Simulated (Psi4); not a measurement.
## Run report: AlNH₃S, property calculation (part 1 of 2)

- system: AlNH₃S, multiplicity 2, SMILES [NH2][Al][SH]
- method: CAM-LDA0/6-311+G**, UKS, DKH2 (Psi4 1.11)

The geometry comes from this level: PBE0-D4/def2-TZVP (4 decimals).

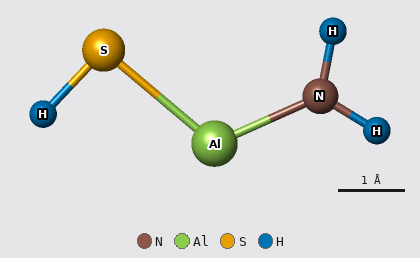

Figure 1. The input geometry (ball-and-stick view, seen on its broad side). Sticks mark near contacts.

Key numbers

```csv
quantity,value
outcome,converged
total energy,−696.894751 hartree
basis functions,100
⟨S²⟩,0.752
dipole moment,1.88 D
hardware,"1 thread of Intel Xeon @ 2.50GHz (Skylake/Cascade Lake), 16 GiB of memory available, shared host"
wall time,18 s
peak memory,0.59 GiB
```

Input file (run.py)
```python
import psi4
from rdkit import Chem

psi4.set_memory('1600 MB')
psi4.set_num_threads(1)
psi4.core.set_output_file('alh3ns.out', False)

rd = Chem.SDMolSupplier('alh3ns.sdf', removeHs=False, sanitize=False)[0]
xyz = rd.GetConformer().GetPositions()
atoms = '\n'.join(f'{a.GetSymbol()} {x:.4f} {y:.4f} {z:.4f}' for a, (x, y, z) in zip(rd.GetAtoms(), xyz))
geom = psi4.geometry('0 2\n' + atoms + '\nsymmetry c1\nno_reorient\nno_com')

options = {'reference': 'uks', 'scf_type': 'pk', 'relativistic': 'dkh', 'dkh_order': 2}
psi4.set_options(options)

e_tot, wfn = psi4.energy("cam-lda0/6-311+G**", molecule=geom, return_wfn=True)
psi4.oeprop(wfn, "MULLIKEN_CHARGES", "WIBERG_LOWDIN_INDICES", "NO_OCCUPATIONS", "QUADRUPOLE", "MBIS_CHARGES", title="CAM-LDA0")
print(f'total energy {e_tot:.8f} hartree = {e_tot * 27.211386:.5f} eV')
```

File alh3ns.sdf
```

     RDKit          3D

  6  5  0  0  0  0  0  0  0  0999 V2000
   -0.9095    0.1967   -0.9771 N   0  0  0  0  0  0  0  0  0  0  0  0
    0.1429   -0.7938    0.0454 Al  0  0  0  0  0  2  0  0  0  0  0  0
    1.3721    0.3082    1.5118 S   0  0  0  0  0  0  0  0  0  0  0  0
   -0.9807    1.2019   -0.9333 H   0  0  0  0  0  0  0  0  0  0  0  0
   -1.5233   -0.1684   -1.6867 H   0  0  0  0  0  0  0  0  0  0  0  0
    1.9407   -0.8086    1.9937 H   0  0  0  0  0  0  0  0  0  0  0  0
  2  1  1  0
  3  2  1  0
  4  1  1  0
  5  1  1  0
  6  3  1  0
M  RAD  1   2   2
M  END
$$$$
```

Command:
```bash
python run.py
```

The program's output
```
Relativistic analytic gradients are not implemented yet, re-routing to finite differences.

   => Loading Basis Set <=

    Name: 6-311+G**
    Role: ORBITAL
    Keyword: BASIS

         ---------------------------------------------------------
                                   SCF
                              UKS Reference
                        1 Threads,   1525 MiB Core
         ---------------------------------------------------------

  ==> Geometry <==

    Molecular point group: c1
    Full point group: C1

    Geometry (in Angstrom), charge = 0, multiplicity = 2:

       Center              X                  Y                   Z               Mass
    ------------   -----------------  -----------------  -----------------  -----------------
         N           -0.909500000000     0.196700000000    -0.977100000000    14.003074004430
         AL           0.142900000000    -0.793800000000     0.045400000000    26.981538530000
         S            1.372100000000     0.308200000000     1.511800000000    31.972071174400
         H           -0.980700000000     1.201900000000    -0.933300000000     1.007825032230
         H           -1.523300000000    -0.168400000000    -1.686700000000     1.007825032230
         H            1.940700000000    -0.808600000000     1.993700000000     1.007825032230

  Running in c1 symmetry.

  Rotational constants: A =      0.75881  B =      0.09678  C =      0.08583 [cm^-1]
  Rotational constants: A =  22748.44685  B =   2901.27193  C =   2573.23679 [MHz]
  Nuclear repulsion =  122.153683006682357

  Charge       = 0
  Multiplicity = 2
  Electrons    = 39
  Nalpha       = 20
  Nbeta        = 19

  ==> Algorithm <==

  SCF Algorithm Type is PK.
  DIIS enabled.
  MOM disabled.
  Fractional occupation disabled.
  Guess Type is SAD.
  Energy threshold   = 1.00e-06
  Density threshold  = 1.00e-06
  Integral threshold = 1.00e-12

  ==> Primary Basis <==

  Basis Set: 6-311+G**
    Blend: 6-311+G**
    Number of shells: 50
    Number of basis functions: 100
    Number of Cartesian functions: 103
    Spherical Harmonics?: true
    Max angular momentum: 2

  ==> DFT Potential <==

   => LibXC <=

    Version 7.1.2

   => Composite Functional: CAM-LDA0 <=

    CAM-LDA0 Exchange-Correlation Functional

    Deriv               =              1
    GGA                 =          FALSE
    Meta                =          FALSE

    Exchange Hybrid     =           TRUE
    MP2 Hybrid          =          FALSE

   => Exchange Functionals <=

    0.5000   Slater exchange [omega = 0.3333]
    0.2500   Short-range LDA exchange with error function kernel (erfc) [omega = 0.3333]

   => Exact (HF) Exchange <=

    0.2500            HF,LR [omega = 0.3333]
    0.2500               HF

   => Correlation Functionals <=

   => LibXC Density Thresholds  <==

    XC_HYB_LDA_XC_CAM_LDA0:  1.00E-15

   => Molecular Quadrature <=

    Radial Scheme          =       TREUTLER
    Pruning Scheme         =           NONE
    Nuclear Scheme         =       TREUTLER

    Blocking Scheme        =         OCTREE
    BS radius alpha        =              1
    Pruning alpha          =              1
    Radial Points          =             75
    Spherical Points       =            302
    Total Points           =         131555
    Total Blocks           =           1040
    Max Points             =            256
    Max Functions          =             94
    Weights Tolerance      =       1.00E-15

   => Loading Basis Set <=

    Name: (6-311+G** AUX)
    Role: DECON
    Keyword: BASIS_RELATIVISTIC

  ==> Integral Setup <==

  Using in-core PK algorithm.
   Calculation information:
      Number of atoms:                   6
      Number of AO shells:              50
      Number of primitives:             87
      Number of atomic orbitals:       103
      Number of basis functions:       100

      Integral cutoff                 1.00e-12
      Number of threads:                 1

  Performing in-core PK
  Using 38261325 doubles for integral storage.
  We computed 671387 shell quartets total.
  Whereas there are 813450 unique shell quartets.

  Computing range-separated integrals for PK
  We computed 671387 wK shell quartets total.
  Whereas there are 813450 wK unique shell quartets.

  ==> DiskJK: Disk-Based J/K Matrices <==

    J tasked:                  Yes
    K tasked:                  Yes
    wK tasked:                 Yes
    Omega:               3.333E-01
    Memory [MiB]:             1073
    Schwarz Cutoff:          1E-12

  Cached 100.0% of DFT collocation blocks in 0.069 [GiB].

    Computing 2-order Douglas-Kroll-Hess integrals.
    Adding Douglas-Kroll-Hess corrections to the potential integrals.
  Minimum eigenvalue in the overlap matrix is 1.1478263115E-03.
  Reciprocal condition number of the overlap matrix is 1.5637456796E-04.
    Using symmetric orthogonalization.

  ==> Pre-Iterations <==

  SCF Guess: Superposition of Atomic Densities via on-the-fly atomic UHF (no occupation information).

   -------------------------
    Irrep   Nso     Nmo
   -------------------------
     A        100     100
   -------------------------
    Total     100     100
   -------------------------

  ==> Iterations <==

                        Total Energy        Delta E     RMS |[F,P]|

   @UKS iter SAD:  -696.20157756130311   -6.96202e+02   0.00000e+00
   @UKS iter   1:  -696.52393623244916   -3.22359e-01   1.00825e-02 DIIS/ADIIS
   @UKS iter   2:  -696.09093003057183    4.33006e-01   1.24902e-02 DIIS/ADIIS
   @UKS iter   3:  -696.87806484772648   -7.87135e-01   1.95699e-03 DIIS/ADIIS
   @UKS iter   4:  -696.89353029594531   -1.54654e-02   5.37701e-04 DIIS/ADIIS
   @UKS iter   5:  -696.89464462982028   -1.11433e-03   1.34300e-04 DIIS/ADIIS
   @UKS iter   6:  -696.89474105223758   -9.64224e-05   3.10946e-05 DIIS
   @UKS iter   7:  -696.89474980474142   -8.75250e-06   5.77413e-06 DIIS
   @UKS iter   8:  -696.89475057656455   -7.71823e-07   2.43406e-06 DIIS
   @UKS iter   9:  -696.89475067638068   -9.98161e-08   6.02634e-07 DIIS
  Energy and wave function converged.

  ==> Post-Iterations <==

   Electrons on quadrature grid:
      Nalpha   =   20.0000002461 ; deviation = 2.461e-07
      Nbeta    =   19.0000001237 ; deviation = 1.237e-07
      Ntotal   =   39.0000003698 ; deviation = 3.698e-07

   @Spin Contamination Metric:   1.798766669E-03
   @S^2 Expected:                7.500000000E-01
   @S^2 Observed:                7.517987667E-01
   @S   Expected:                5.000000000E-01
   @S   Observed:                5.000000000E-01

    Orbital Energies [Eh]
    ---------------------

    Alpha Occupied:

       1A    -89.024552     2A    -56.117501     3A    -14.325437
       4A     -8.060319     5A     -5.978349     6A     -5.975897
       7A     -5.971185     8A     -4.244204     9A     -2.778681
      10A     -2.778288    11A     -2.774633    12A     -0.906906
      13A     -0.793868    14A     -0.545706    15A     -0.509265
      16A     -0.452410    17A     -0.389394    18A     -0.337413
      19A     -0.309730    20A     -0.251606

    Alpha Virtual:

      21A     -0.016388    22A      0.009171    23A      0.011913
      24A      0.030484    25A      0.052643    26A      0.060781
      27A      0.074012    28A      0.079070    29A      0.083062
      30A      0.093396    31A      0.108805    32A      0.122476
      33A      0.144677    34A      0.157726    35A      0.160774
      36A      0.188666    37A      0.206520    38A      0.224156
      39A      0.243594    40A      0.254695    41A      0.263511
      42A      0.333878    43A      0.347481    44A      0.360849
      45A      0.376654    46A      0.451794    47A      0.472338
      48A      0.519152    49A      0.531395    50A      0.589651
      51A      0.609454    52A      0.664617    53A      0.706946
      54A      0.727280    55A      0.752104    56A      0.769886
      57A      0.786558    58A      0.805280    59A      0.825928
      60A      0.860172    61A      0.885639    62A      0.931531
      63A      0.978755    64A      1.030755    65A      1.164559
      66A      1.170100    67A      1.242649    68A      1.504185
      69A      1.528816    70A      1.580875    71A      1.679007
      72A      1.744306    73A      1.747906    74A      1.800992
      75A      1.883110    76A      2.021878    77A      2.124470
      78A      2.178136    79A      2.362785    80A      2.462853
      81A      2.524943    82A      2.647772    83A      2.720216
      84A      2.809767    85A      2.991975    86A      3.094310
      87A      3.890276    88A      4.277639    89A      4.418700
      90A      4.786901    91A      7.860351    92A      8.003911
      93A      8.076022    94A      8.270813    95A     17.295691
      96A     17.346338    97A     17.383142    98A     35.459949
      99A    116.194441   100A    179.169259

    Beta Occupied:

       1A    -89.023612     2A    -56.114105     3A    -14.323936
       4A     -8.059341     5A     -5.977670     6A     -5.972937
       7A     -5.970632     8A     -4.239387     9A     -2.775273
      10A     -2.772325    11A     -2.769988    12A     -0.904155
      13A     -0.788308    14A     -0.543493    15A     -0.498379
      16A     -0.448478    17A     -0.371500    18A     -0.335218
      19A     -0.308784

    Beta Virtual:

      20A     -0.089645    21A      0.001565    22A      0.013652
      23A      0.015317    24A      0.032381    25A      0.056004
      26A      0.066227    27A      0.076298    28A      0.080004
      29A      0.093200    30A      0.093206    31A      0.112159
      32A      0.122435    33A      0.145024    34A      0.159306
      35A      0.160695    36A      0.192602    37A      0.210098
      38A      0.227689    39A      0.247626    40A      0.265622
      41A      0.267341    42A      0.343813    43A      0.352598
      44A      0.364822    45A      0.378466    46A      0.456544
      47A      0.494014    48A      0.535016    49A      0.551582
      50A      0.596515    51A      0.611952    52A      0.677686
      53A      0.711684    54A      0.732112    55A      0.753643
      56A      0.777019    57A      0.797044    58A      0.819990
      59A      0.832499    60A      0.861226    61A      0.900207
      62A      0.940146    63A      0.989144    64A      1.033142
      65A      1.168916    66A      1.177081    67A      1.243251
      68A      1.504683    69A      1.530820    70A      1.582960
      71A      1.680522    72A      1.745523    73A      1.749621
      74A      1.802507    75A      1.888352    76A      2.024584
      77A      2.125717    78A      2.179408    79A      2.365017
      80A      2.464121    81A      2.526786    82A      2.648492
      83A      2.721778    84A      2.812307    85A      2.993487
      86A      3.096675    87A      3.890955    88A      4.282299
      89A      4.427027    90A      4.788359    91A      7.862264
      92A      8.007604    93A      8.082924    94A      8.274318
      95A     17.296343    96A     17.347355    97A     17.386136
      98A     35.461686    99A    116.198462   100A    179.170127

    Final Occupation by Irrep:
              A
    DOCC [    19 ]
    SOCC [     1 ]
    NA   [    20 ]
    NB   [    19 ]

  @UKS Final Energy:  -696.89475067638068

   => Energetics <=
```
